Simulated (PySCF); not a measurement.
## Electronic structure of Br2 in real space

```xyz
2

Br    0.0000    0.0000   -1.1425
Br    0.0000    0.0000    1.1425
```

Level of theory: PBE0/def2-TZVPPD, non-relativistic Hamiltonian with scalar-relativistic core potentials where named, at a bond length of 2.285 Å in PySCF.

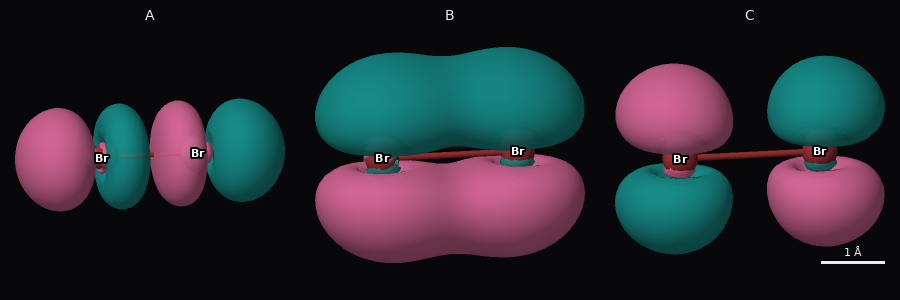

Figure 1. Three frontier orbitals, each drawn at the value that holds 80 % of its norm (teal and pink are the two phases), in no order; of a degenerate pair one member is drawn.

Name the orbitals and rank them from lowest to highest energy.

Orbital B: πu, occupied, −10.41 eV; with no node between the nuclei, bonding.
Orbital C: πg, occupied, −8.14 eV; antibonding, with a node between the atoms.
Orbital A: σu, empty, −3.59 eV; antibonding, with a node between the atoms.

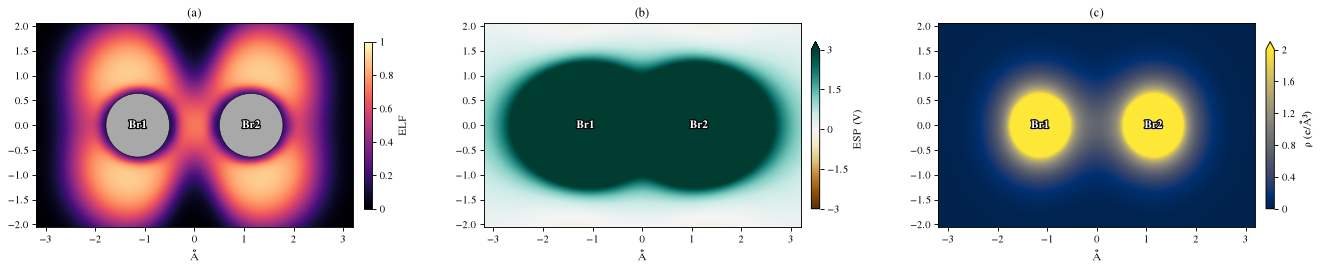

Figure 2. (a) ELF; (b) electrostatic potential; (c) electron density on a plane that holds the molecular axis. Grey discs cover the atomic cores in the ELF map.

What do the fields say about this system?

- The section cuts through Br sites.
- Br–Br (2.28 Å): ρ at the midpoint is about 0.76 e/Å³; the ELF peaks at about 0.70 between the atoms.
- The ELF also peaks beside Br1 and Br2, away from the bonds: lone-pair regions.
- The potential has no marked negative region in this plane.

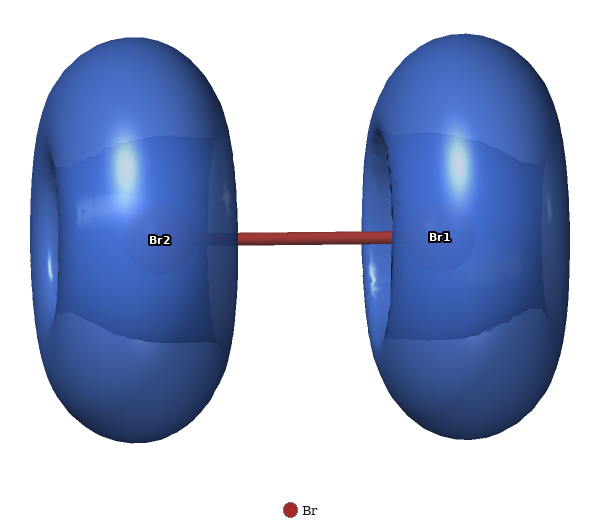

Figure 3. Isosurface of the electron localisation function at 0.75 (blue), seen from one side. Only the valence region is drawn (cores and ρ < 0.01 e/Å³ removed).

Describe the localisation domains.

At this value the surface marks out two rings or bowls of non-bonding electrons around Br.
